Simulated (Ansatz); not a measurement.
# CH5FSi2: the cost of one run

Program: Ansatz 0.2.0. Level of theory: RKS B3LYP-D4/def2-TZVP. These are calculated values, not measurements.

## (1) The system as given

SMILES `F[SiH]=C[SiH3]`, 9 atoms, charge 0, spin multiplicity 1.

Atoms are counted from 1 here; the program's logs count them from 0.

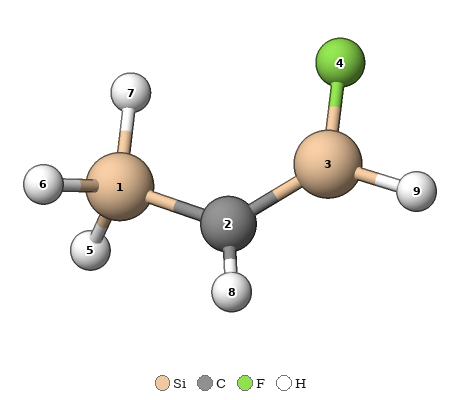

The starting geometry (silicon light orange, carbon grey, fluorine green, hydrogen white); atoms are numbered from 1 in the order of the file.

Geometry (Å):

```xyz
9
CH5FSi2
Si   -0.53845    1.03646   -0.87209
C    -0.56948   -0.28557    0.43262
Si    0.75672   -1.20989    0.98400
F     2.27345   -1.03825    0.40943
H    -1.44743    0.69438   -2.02689
H    -1.00502    2.36284   -0.32460
H     0.86169    1.20144   -1.39810
H    -1.52971   -0.52683    0.92539
H     0.77746   -2.27637    2.02424
```

This geometry comes from a loose relaxation at PBE in a small basis, which is not shown.

## (3) The grid

The axes are (1) umbrella angle at Si3 (between each of its bonds and their common axis; 90 is planar): 15 values from 66.0 to 114.0 °; (2) change of the bonds Si3–C2, Si3–F4, Si3–H9, all alike: 15 values from −0.174 to 0.269 Å.

Nothing else is relaxed (all other coordinates rigid). Energies count from the relaxed molecule at the same level. Points are written as (first, second).

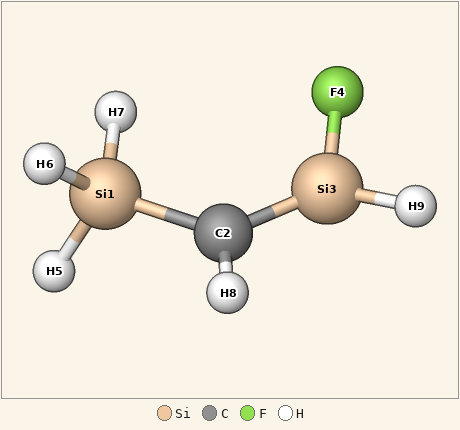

The geometry at (96.9°, −0.047 Å).

(The set-up runs are not shown.)

## (4) Point (96.9°, −0.047 Å)

Contents of input.yaml:

```yaml
crystal:
  periodic: [false, false, false]
  atoms:
    - { symbol: Si, position_ang: [-0.423688, 1.222744, -0.612283] }
    - { symbol: C, position_ang: [-0.468718, -0.179054, 0.58061] }
    - { symbol: Si, position_ang: [0.754235, -1.198953, 0.974649] }
    - { symbol: F, position_ang: [2.221393, -0.920886, 0.576814] }
    - { symbol: H, position_ang: [-1.407845, 1.035545, -1.708784] }
    - { symbol: H, position_ang: [-0.747978, 2.511193, 0.05155] }
    - { symbol: H, position_ang: [0.929264, 1.328631, -1.207938] }
    - { symbol: H, position_ang: [-1.399132, -0.385379, 1.104675] }
    - { symbol: H, position_ang: [0.792707, -2.089717, 2.081071] }
basis:
  gaussian: { orbitals: def2-TZVP }
hamiltonian:
  xc: { name: B3LYP }
  dispersion: d4
output:
  forces: true
```

Command:

```
$ ansatz run input.yaml --threads 1 --pin off --max-ram 2560MiB --backend cpu --events-out ev --progress --plain --runs-dir out
```

Q: Estimate wall time and peak memory on 1 thread of Arm Neoverse N1, shared host.

About 12 s, with a peak of 0.32 GiB.
